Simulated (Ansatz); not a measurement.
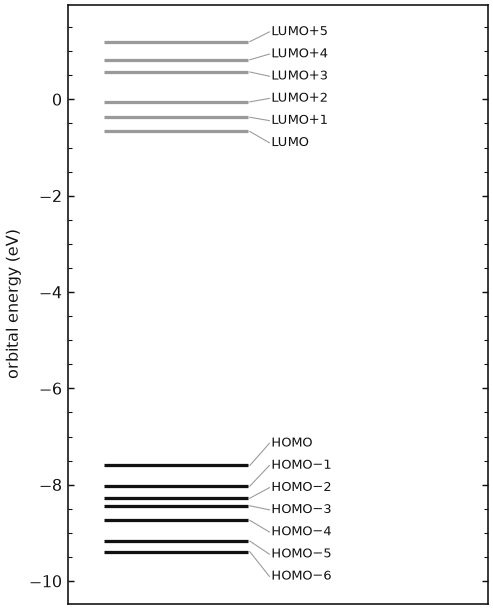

Si₂H₄O₂ClF, SMILES O[Si@H](F)O[SiH2]Cl. Kohn-Sham orbital energies near the frontier, PBE/def2-TZVPP in the Ansatz code, at a PBE0-D4/def2-TZVP geometry (no frequency check), isolated molecule; empty levels in grey, levels within 0.03 eV side by side.

> Where do the frontier orbitals lie?

HOMO at −7.60 eV, LUMO at −0.67 eV, 6.93 eV apart.

> How far below the HOMO does the next level lie?

0.43 eV.

> List the levels.

```tsv
orbital	energy (eV)
LUMO+5	1.20
LUMO+4	0.82
LUMO+3	0.57
LUMO+2	−0.05
LUMO+1	−0.37
LUMO	−0.67
HOMO	−7.60
HOMO−1	−8.03
HOMO−2	−8.28
HOMO−3	−8.44
HOMO−4	−8.74
HOMO−5	−9.17
HOMO−6	−9.39
```

Known limits of this run: one conformer of a flexible molecule; empty levels above zero depend strongly on the basis.
